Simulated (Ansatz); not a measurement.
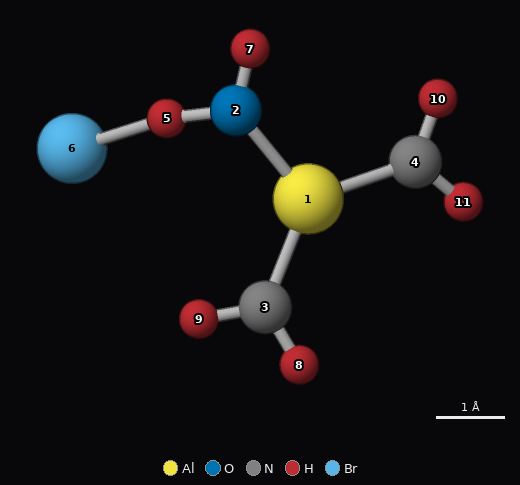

Figure 1. The structure as given in the input (ball-and-stick view, seen on its broad side; atoms are numbered from 1 in the order of the input). Sticks mark near contacts. Bond lengths as drawn: Al–N 1.74 to 1.75 Å, Al–O 1.79 Å, Br–H 1.77 Å, H–N 1.00 Å and H–O 0.95 to 1.13 Å.

**Phonon calculation, with input and output: AlN₂H₆BrO**

AlN₂H₆BrO, computed with RHF/def2-SVP (Ansatz 0.2.0).

It belongs to a series of runs on one base structure; here: vibrations at the highest image of the band. Figures and captions count atoms from 1; the log counts them from 0 in places.

Input file
```yaml
crystal:
  periodic: [false, false, false]
  atoms:
    - { symbol: Al, position_ang: [-0.361632, -0.196195, -0.039739] }
    - { symbol: O, position_ang: [0.238436, 1.473448, 0.20219] }
    - { symbol: "N", position_ang: [0.205942, -1.00963, -1.473523] }
    - { symbol: "N", position_ang: [-1.545471, -0.692204, 1.156565] }
    - { symbol: H, position_ang: [1.357431, 1.519342, 0.062494] }
    - { symbol: Br, position_ang: [3.079346, 1.161189, -0.09255] }
    - { symbol: H, position_ang: [-0.041274, 2.102197, 0.85431] }
    - { symbol: H, position_ang: [-0.154212, -1.85658, -1.866861] }
    - { symbol: H, position_ang: [1.068962, -0.75417, -1.918577] }
    - { symbol: H, position_ang: [-1.893456, -0.140738, 1.916861] }
    - { symbol: H, position_ang: [-1.953975, -1.60656, 1.198729] }
basis:
  gaussian: { orbitals: def2-SVP }
hamiltonian:
  xc: hf
phonons: {}
```

Run on 2 threads of Arm Neoverse V1, 24 GiB of memory available, shared host.

Launch command:
```bash
ansatz run input.yaml --threads 2 --pin off --max-ram 3072MiB --backend cpu --events-out ev --progress --plain --runs-dir out
```

What the program printed
```
Engine: ansatz 0.2.0, aarch64-unknown-linux-gnu
Functional definition: HF
  exchange = exact_x
  correlation = 0
1278 factors; integrals over basis functions are off by at most 3.5e-4 eV
mean field evaluation 1: about -81661.5912 eV, gradient 4.8e1 eV
mean field evaluation 2: about -81661.6460 eV, gradient 4.8e1 eV
mean field evaluation 4: about -81666.3228 eV, gradient 2.9e0 eV
mean field evaluation 8: about -81666.3601 eV, gradient 2.6e-1 eV
mean field -81666.36033090 eV, -3001.1833867133 hartree, gradient 1.2e-5 eV, S^2 0.000000; 0 other end points of the search recorded, 0 dependent functions left out
the calculation of the forces begins
reference -81666.36033090 eV, -3001.1833867133 hartree; 38, 38 occupied and 84, 84 virtual orbitals, 1278 factors
these checks for a lower state are left out or cut short: stability, starts, cluster_reference, orbital_swaps, neighbouring_geometries, increment
1278 factors; integrals over basis functions are off by at most 3.5e-4 eV
mean field evaluation 16: about -81666.3603 eV, gradient 3.4e-5 eV
mean field -81666.36027520 eV, -3001.1833846663 hartree, gradient 3.4e-6 eV, S^2 0.000000; 0 other end points of the search recorded, 0 dependent functions left out
[... from here on the field's lines of each further geometry are left out, up to the last ...]
the calculation of the forces begins
reference -81666.36031723 eV, -3001.1833862108 hartree; 38, 38 occupied and 84, 84 virtual orbitals, 1278 factors
these checks for a lower state are left out or cut short: stability, starts, cluster_reference, orbital_swaps, neighbouring_geometries, increment
1278 factors; integrals over basis functions are off by at most 3.5e-4 eV
mean field -81666.36032017 eV, -3001.1833863191 hartree, gradient 1.5e-6 eV, S^2 0.000000; 0 other end points of the search recorded, 0 dependent functions left out
the calculation of the forces begins
reference -81666.36032017 eV, -3001.1833863191 hartree; 38, 38 occupied and 84, 84 virtual orbitals, 1278 factors
WARN: phonons: modes at or below zero, which the zero-point energy, F, S and C_V leave out: 1, the lowest at -293.15 cm⁻¹. A minimum has none, and a first-order saddle one
Total energy: -81666.36033090 eV, -3001.1833867133 hartree
Atom 0 at    -0.361632    -0.196195    -0.039739 Å, force     0.006006     0.005738     0.005173 eV/Å
Atom 1 at     0.238436     1.473448     0.202190 Å, force    -0.013812    -0.004491    -0.000252 eV/Å
Atom 2 at     0.205942    -1.009630    -1.473523 Å, force    -0.003524     0.005091    -0.001134 eV/Å
Atom 3 at    -1.545471    -0.692204     1.156565 Å, force    -0.002734    -0.003317    -0.000529 eV/Å
Atom 4 at     1.357431     1.519342     0.062494 Å, force     0.009965     0.000467     0.004653 eV/Å
Atom 5 at     3.079346     1.161189    -0.092550 Å, force    -0.000284    -0.001893     0.000790 eV/Å
Atom 6 at    -0.041274     2.102197     0.854310 Å, force     0.000293     0.004138    -0.004100 eV/Å
Atom 7 at    -0.154212    -1.856580    -1.866861 Å, force     0.002992    -0.002914     0.000380 eV/Å
Atom 8 at     1.068962    -0.754170    -1.918577 Å, force    -0.001788    -0.002925    -0.004609 eV/Å
Atom 9 at    -1.893456    -0.140738     1.916861 Å, force     0.002957     0.001015     0.000212 eV/Å
Atom 10 at    -1.953975    -1.606560     1.198729 Å, force    -0.000071    -0.000908    -0.000584 eV/Å
Dipole moment:    -1.652656    -0.281025     0.329993 e Å
Vibrations: -293.15 19.80 100.73 180.22 198.48 209.46 269.75 322.94 346.21 486.29 508.90 576.06 648.79 702.66 738.81 809.55 924.61 1008.34 1109.68 1591.73 1660.32 1675.63 3785.29 3796.98 3878.28 3882.25 4156.92 cm⁻¹, zero-point energy 2.082233 eV
```

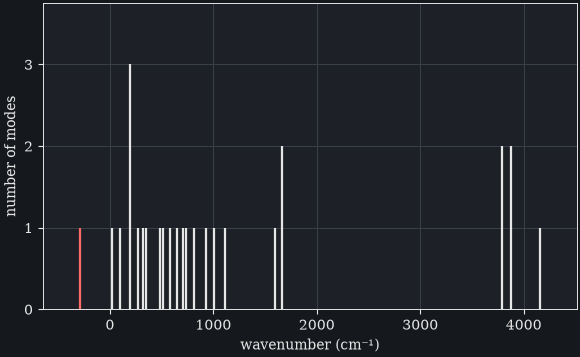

Figure 2. Harmonic vibrational wavenumbers from the force constants; neighbouring modes closer than 20 cm⁻¹ are counted in one stick, and imaginary ones are drawn at negative wavenumbers. 27 modes from 293i to 4157 cm⁻¹, 1 imaginary beyond 8i (293i cm⁻¹): a first-order saddle point, if the geometry is stationary.

Results in brief

| quantity | value |
| --- | --- |
| outcome | converged |
| total energy | −81666.3603 eV |
| mean-field energy | −81666.3603 eV |
| largest force (length of the vector) | 0.015 eV/Å |
| wall time | 1.7 min (CPU time 3.3 min) |
| peak memory | 0.29 GiB |
